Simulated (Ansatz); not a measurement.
# Hypothetical wurtzite BeS, pressure series

Base system: BeS in the wurtzite structure (space group P6_3mc, No. 186; a = 3.439 Å, c = 5.667 Å; a hypothetical phase, not in the database extracts checked).

Cell and atoms are relaxed at each pressure.

Computed with PBE (Ansatz, an electronic-structure program), no SOC.

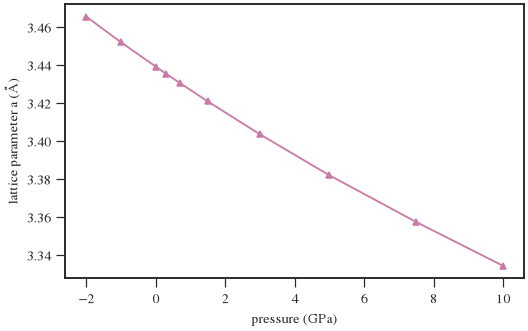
Fig. 1. Lattice parameter a against pressure

Q: From the plot, what is the lattice parameter a for pressure 5 GPa?

A: About 3.38 Å.

Q: Is the trend monotonic over the range shown?

A: Yes, it falls throughout, spanning 3.334 Å to 3.466 Å.

Load acts through the strain it causes; cell and atoms are relaxed under it. No phonon test of stability was made. No other phases were tried under pressure.
